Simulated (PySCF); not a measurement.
# [Yb(P5)2]+: other functionals and bases at one geometry

How far do other levels of theory move the description of [Yb(P5)2]+, and what does each cost? The species was built from a template and needn't be a known compound.

Computed with PySCF 2.14.0. Level: several levels, as the steps say, no spin–orbit coupling.

3 further runs of the same task are left out: 2 for a known fault of the program, 1 that didn't finish.

### 1 The starting structure

11 atoms, charge 1, spin multiplicity 1.

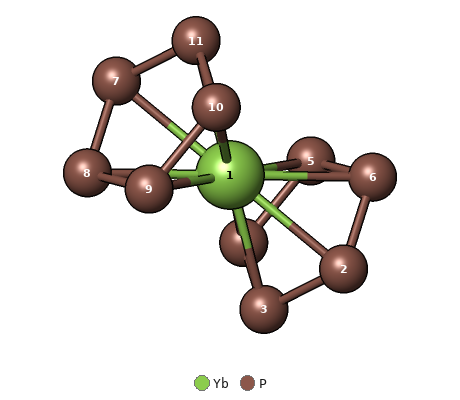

The geometry (ytterbium green, phosphorus brown); atoms are numbered from 1 in the order of the file.

Coordinates:

```
Yb    0.0000    0.0000    0.0000
P     0.0000    1.8269    2.3640
P    -1.7375    0.5645    2.3640
P    -1.0738   -1.4780    2.3640
P     1.0738   -1.4780    2.3640
P     1.7375    0.5646    2.3640
P     0.0000   -1.8269   -2.3640
P    -1.7375   -0.5646   -2.3640
P    -1.0738    1.4780   -2.3640
P     1.0738    1.4780   -2.3640
P     1.7375   -0.5645   -2.3640
```

Formal oxidation states: Yb +3. Each metal's 13 4f electrons lie in its core potential, so multiplicities, spins and levels count the valence alone. An earlier session relaxed this geometry at r2SCAN, Yb lcecp-1-SVP with ECP59, P def2-SVP (singlet, point group D5d).

At r2SCAN on the finer grid: E = -3451.627215 Eh, HOMO -10.61 eV, LUMO -9.07 eV, Mulliken charge on Yb1 +0.98 e, largest force component 0.092 eV/Å. 

Levels to run: revPBE; B3LYP; BP86; CAM-B3LYP; r2SCAN, TZVP. Hardware: 4 threads of Arm Neoverse V1, shared host.

### 2 revPBE

run.py (the lines that set the calculation)

```python
mol = gto.M(atom='''
Yb     0.00000     0.00000     0.00000
P      0.00000     1.82693     2.36398
P     -1.73752     0.56455     2.36398
P     -1.07384    -1.47802     2.36398
P      1.07385    -1.47802     2.36398
P      1.73751     0.56456     2.36398
P      0.00000    -1.82693    -2.36398
P     -1.73751    -0.56456    -2.36398
P     -1.07385     1.47802    -2.36398
P      1.07384     1.47802    -2.36398
P      1.73752    -0.56455    -2.36398''',
    basis={'Yb': 'lcecp-1-SVP', 'P': 'def2-SVP'},
    ecp={'Yb': 'lcecp-1-SVP'},
    charge=1, spin=0)
mf = dft.RKS(mol, xc='PBE_R,PBE')
mf.grids.atom_grid = (75, 302)  # f atoms: unpruned, at least (60, 302)
mf = mf.density_fit()  # fitting sets: Yb AutoAux, P def2-universal-JKFIT
mf.conv_tol = 1e-08; mf.max_cycle = 55
mf.kernel(dm0)  # dm0: the density of the relaxed state
```

Started as:

```sh
$ OMP_NUM_THREADS=4 python run.py
```

### 3 B3LYP

Edit run.py (the lines that set the calculation) of step 2 so:

```diff
@@ -15,3 +15,3 @@
     charge=1, spin=0)
-mf = dft.RKS(mol, xc='PBE_R,PBE')
+mf = dft.RKS(mol, xc='B3LYP')
 mf.grids.atom_grid = (75, 302)  # f atoms: unpruned, at least (60, 302)
```

### 4 BP86

Edit run.py (the lines that set the calculation) of step 3 so:

```diff
@@ -15,3 +15,3 @@
     charge=1, spin=0)
-mf = dft.RKS(mol, xc='B3LYP')
+mf = dft.RKS(mol, xc='B88,P86')
 mf.grids.atom_grid = (75, 302)  # f atoms: unpruned, at least (60, 302)
```

### 5 CAM-B3LYP

Edit run.py (the lines that set the calculation) of step 4 so:

```diff
@@ -15,3 +15,3 @@
     charge=1, spin=0)
-mf = dft.RKS(mol, xc='B88,P86')
+mf = dft.RKS(mol, xc='CAMB3LYP')
 mf.grids.atom_grid = (75, 302)  # f atoms: unpruned, at least (60, 302)
```

### 6 r2SCAN, TZVP

Basis: Yb lcecp-1-TZVP with ECP59, P def2-TZVP. 

Edit run.py (the lines that set the calculation) of step 5 so:

```diff
@@ -12,6 +12,6 @@
 P      1.73752    -0.56455    -2.36398''',
-    basis={'Yb': 'lcecp-1-SVP', 'P': 'def2-SVP'},
-    ecp={'Yb': 'lcecp-1-SVP'},
+    basis={'Yb': 'lcecp-1-TZVP', 'P': 'def2-TZVP'},
+    ecp={'Yb': 'lcecp-1-TZVP'},
     charge=1, spin=0)
-mf = dft.RKS(mol, xc='CAMB3LYP')
+mf = dft.RKS(mol, xc='R2SCAN')
 mf.grids.atom_grid = (75, 302)  # f atoms: unpruned, at least (60, 302)
@@ -19,2 +19,2 @@
 mf.conv_tol = 1e-08; mf.max_cycle = 55
-mf.kernel(dm0)  # dm0: the density of the relaxed state
+mf.kernel(dm0)  # dm0: free metal ions and neutral atoms
```

What does the calculation give? Wanted: for each run, HOMO; gap; charge on Yb1; dipole; largest force.

As calculated:

| level | state | HOMO (eV) | gap (eV) | charge on Yb1 (e) | dipole (D) | largest force (eV/Å) | basis functions | time |
| --- | --- | --- | --- | --- | --- | --- | --- | --- |
| r2SCAN (relaxed here) | singlet | -10.61 | 1.54 | 0.98 | 0.00 | 0.09 | 213 | 2.8 min |
| revPBE | singlet | -10.26 | 1.37 | 0.83 | 0.00 | 0.32 | 213 | 18 s |
| B3LYP | singlet | -11.00 | 2.64 | 0.58 | 0.01 | 0.10 | 213 | 26 s |
| BP86 | singlet | -10.37 | 1.32 | 0.61 | 0.00 | 0.29 | 213 | 17 s |
| CAM-B3LYP | singlet | -12.40 | 5.12 | 0.47 | 0.00 | 0.38 | 213 | 41 s |
| r2SCAN, TZVP | singlet | -10.28 | 1.51 | 1.30 | 0.00 | 0.41 | 417 | 84 s |

Times are on 4 threads of Arm Neoverse V1, shared host; the first row also made further properties. The dipole of a charged species depends on the origin, so these sizes hold for this origin alone.

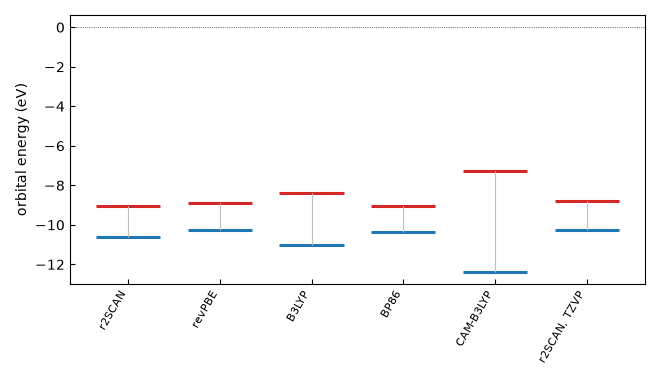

Highest filled and lowest empty level, method by method.

In one basis the HOMO–LUMO gap runs from 1.32 eV (BP86) to 5.12 eV (CAM-B3LYP). The largest leftover force, 0.41 eV/Å with r2SCAN, TZVP, stands at a geometry relaxed at another level. The Mulliken charge on Yb spans +0.47 to +1.30 e over the levels. With 4f in the core, its levels are missing from HOMO and gap. Total energies of different levels can't be compared. Spin–orbit coupling is left out throughout.
